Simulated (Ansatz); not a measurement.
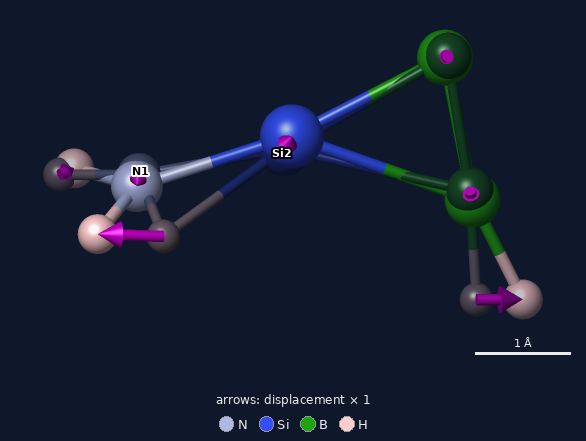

This is a relaxation of B$_{2}$SiNH$_{3}$. The starting structure is drawn faded, the final one solid; purple arrows show the displacements, at their true length. The two geometries are superimposed by the best rigid fit.

Style: ball-and-stick. Shown face on.

It is one of the separated reactants of a reaction.

All numbers below come from RKS PBE-D4/def2-SVP in Ansatz. Settings: force threshold 0.03 eV/Å; at most 250 steps.

Question: Which element moves most?

Answer: Hydrogen: up to 0.71 Å, against 0.23 Å for silicon.

Question: What happened in the run?

Answer: The largest move after the best rigid fit is that of an H atom, 0.71 Å. Largest moves by element: H 0.71 Å, Si 0.23 Å, N 0.16 Å, B 0.16 Å. Near-neighbour distances that change, for instance: H–Si 1.783 → 2.430 Å, B–Si 2.005 → 1.813 Å, N–Si 1.557 → 1.714 Å, B–B 1.481 → 1.570 Å. Bond angles that change, for instance: Si–N–H 84.9° → 123.3°, Si–B–H 105.8° → 136.7°, Si–N–H 141.4° → 123.3°. The energy falls by 47.3 kcal/mol in 6 accepted moves (7 points after the start). Largest force component: 9.4 eV/Å at the start, 0.023 eV/Å at the end. The line search rejected the trial step at point 5 of the run.
